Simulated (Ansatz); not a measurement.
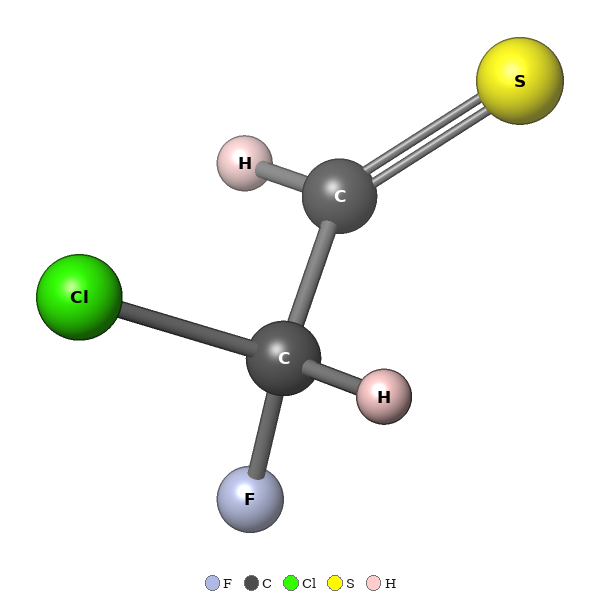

Distant atoms are faded towards the background colour. The computed structure is the end point of a PBE-D4/def2-SVP optimisation. No frequency run is at hand to confirm it as a minimum.

> List the symmetry elements and name the point group.

It has no symmetry element but the identity, so the point group is C1. The group has 1 operation. The geometry is chiral, and symmetry allows a dipole moment.
